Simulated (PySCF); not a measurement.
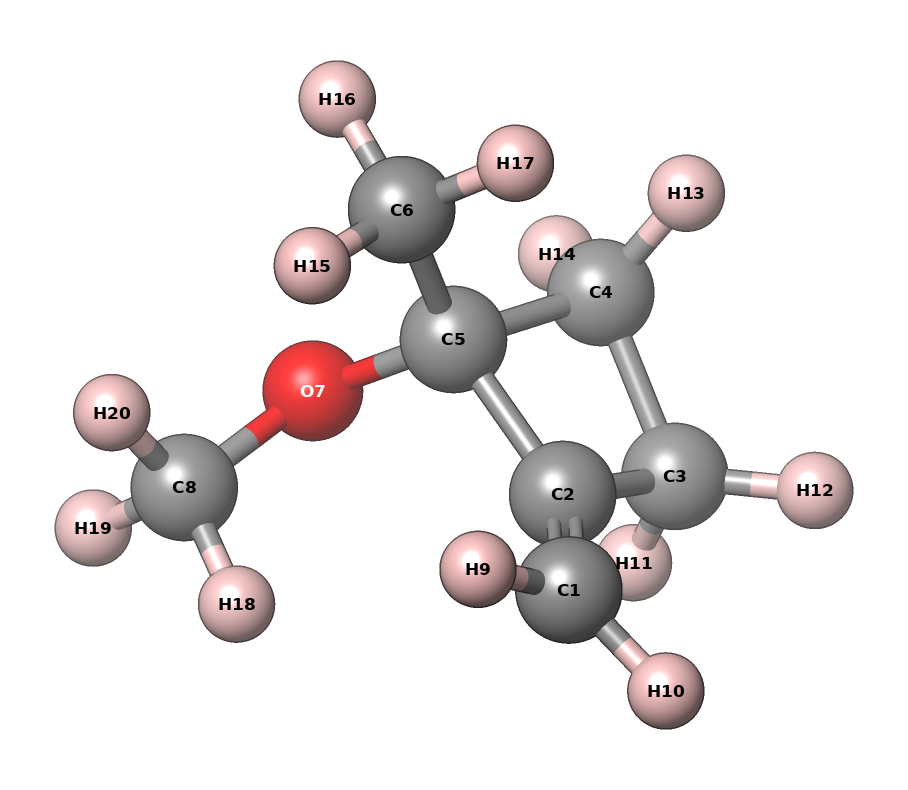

Atoms fade into the background with distance from the viewer. The geometry was computed by an optimisation with PBE0-D3(BJ)/def2-SVP. No frequency run is at hand to confirm it as a minimum.

### Find the stereocentres and stereogenic double bonds.

Centres: C5.

### Give the R/S and E/Z labels.

C5: R (priorities O7 > C2 > C4 > C6).

### Give a SMILES with the stereochemistry.

C=C1CC[C@@]1(C)OC
